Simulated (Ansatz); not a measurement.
## Be (P6_3/mmc): the Drude term of Re ε in the infrared

Re ε of Be (P6_3/mmc) along x at low photon energies is read from one computed spectrum; the carriers' damping was typed as γ = 0.1 eV. x, y and z are the Cartesian axes of the input cell.

Cell: a, b, c = 2.285, 2.285, 3.584 Å (primitive vectors), 2 atoms.

Method: Ansatz 0.2.0, PBE, independent particles, k-mesh 18×18×9 with interpolation inside its cells, Gaussian parameter 0.1 eV.

Launch of the response step: `ansatz run input.yaml --threads 4 --pin off --max-ram 8192MiB --backend cpu --events-out ev --progress --plain --runs-dir out`. The run took 16 s, on 4 threads of Intel(R) Xeon(R) Platinum 8375C CPU @ 2.90GHz (Ice Lake), on a shared host.

| photon energy E (eV) | wavelength (µm) | Re ε |
| --- | --- | --- |
| 0.25 | 4.96 | -477.4 |
| 0.30 | 4.13 | -338.6 |
| 0.35 | 3.54 | -249.1 |
| 0.40 | 3.10 | -188.6 |
| 0.50 | 2.48 | ? |
| 0.60 | 2.07 | -74.9 |
| 0.70 | 1.77 | -50.2 |

A Drude term over a constant background gives Re ε = ε_b − ωp²/(E² + γ²), linear in 1/(E² + γ²).

Working, on the rows shown:

| x = 1/(E² + γ²) (eV⁻²) | y = Re ε |
| --- | --- |
| 13.7931 | -477.4 |
| 10 | -338.6 |
| 7.54717 | -249.1 |
| 5.88235 | -188.6 |
| 2.7027 | -74.9 |
| 2 | -50.2 |

Means: x̄ = 6.9876, ȳ = -229.8. Σ(x − x̄)(y − ȳ) = -3629, Σ(x − x̄)² = 100.2. Slope = -3629 / 100.2 = -36.23; intercept = ȳ − slope · x̄ = 23.346. The line misses the rows shown by at most 1.2.

Task: Predict the last column of the withheld row from the fit.

Result: At x = 3.8462 the line gives y = -115.99. The run gave -115.3, so the interpolation is off by 0.69, 0.2 % of the range in the table.

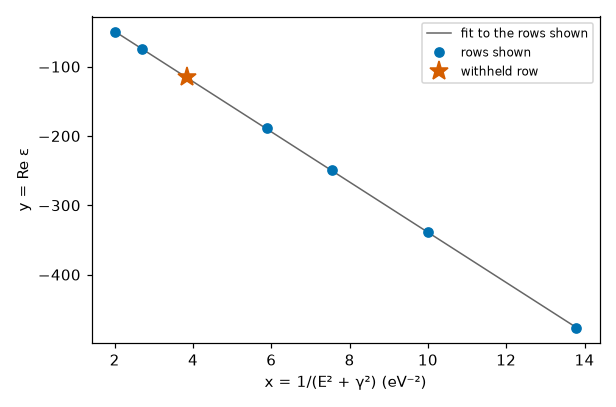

Refitted with all rows, the slope is -36.25 and the intercept 23.557. These give ωp = √(−slope) = 6.02 eV, against 6.10 eV from the program's Fermi-surface sum, and an intercept of 23.6. Taking the program's Drude term off the rows leaves 36 at the lowest energy and 24 at the highest, so the background isn't constant: interband transitions lie in or near the window, and neither fitted number can be trusted. The values come from a sum over the points of one k-mesh and carry its error, which is largest for Fermi-surface quantities.
